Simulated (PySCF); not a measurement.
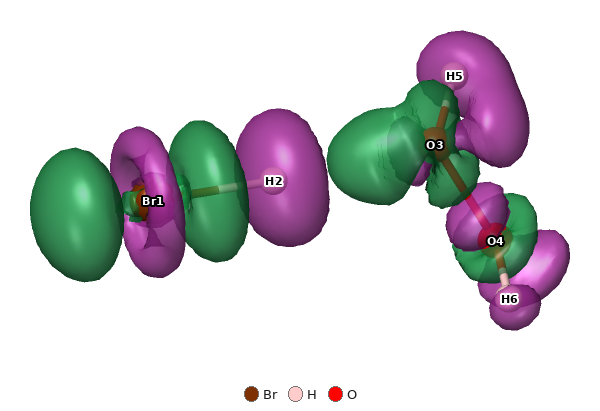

Figure 1: BrH₃O₂, SMILES `Br.OO`. Density of the complex less the densities of the two fragments at the same geometry, ±0.006 e/Å³ (green: gain, purple: loss). Fragment A: HBr (atoms 1–2); fragment B: H2O2.

Computed with PySCF, PBE0/def2-TZVP, geometry: GFN2-xTB. GFN2-xTB bond lengths at metals and heavier atoms can be off by up to 0.1 Å and shapes distorted, which carries into these values.

How is the density rearranged on binding?

Answer. Hirshfeld charges show 0.036 e passing from B to A. By Hirshfeld charges, electrons gather most on Br1 (−0.054 e) and leave H2 most (+0.019 e); 0.10 e is displaced in all, which induces a dipole of 1.06 D.

What is the interaction energy, and which contacts carry it?

Answer. The counterpoise-corrected interaction energy of the frozen fragments is −3.7 kcal/mol without dispersion correction and −4.3 kcal/mol with D3(BJ). The pair geometry is semi-empirical, not a minimum at this level. Contacts: H2···O3, hydrogen bond, 1.90 Å, ρ = 0.029 a.u. The pose is a local one from a semi-empirical search, not shown to be the most stable.

Run time: 61 s on 1 thread of Intel(R) Xeon(R) Processor @ 2.50GHz (Skylake/Cascade Lake), with other jobs on the host, peak memory 0.59 GiB.
